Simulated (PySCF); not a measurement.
Molecule: C8H6S3, SMILES c1csc(Sc2ccsc2)c1. Atoms near the plane z = 0.8 Å, at the GFN2-xTB optimised geometry (x, y, z in Å): C1 (-0.3, -2.7, 0.0), C2 (1.0, -2.7, 0.0), S3 (1.7, -1.1, 0.0), C4 (0.1, -0.4, 0.0), S5 (-0.2, 1.3, 0.0), C6 (1.2, 1.9, 0.9), S9 (3.2, 3.3, 1.7), C10 (1.9, 3.0, 0.6), C11 (-0.9, -1.4, 0.0), H12 (-0.9, -3.6, 0.0), H13 (1.7, -3.5, 0.0), H17 (-1.9, -1.1, 0.0).

Level of theory: CAM-B3LYP/def2-SVP in PySCF 2.14.0. Cells within 0.4 Å of a nucleus heavier than hydrogen are left out (blank, or x). The values are rescaled to run from 0 to 1.

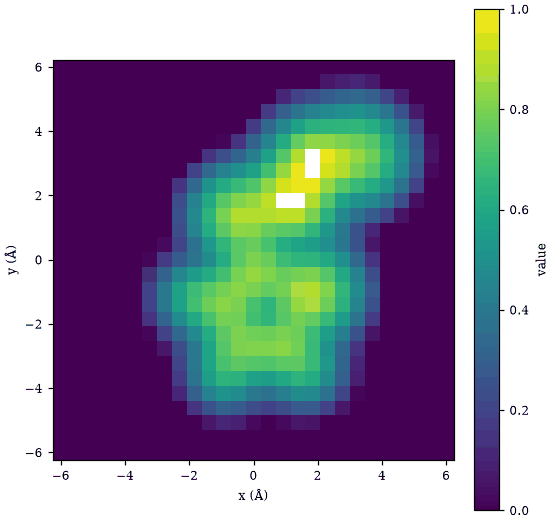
Figure. a field on the plane z = 0.8 Å.

Problem. Which quantity is mapped?
(A) log10 of the electron density
(B) Laplacian of the electron density
(C) deformation density (molecule minus spherical neutral atoms)
(D) an orbital amplitude

Solution. A, log10 of the electron density. In full: log10 of the electron density (e/bohr³), floored at −4.
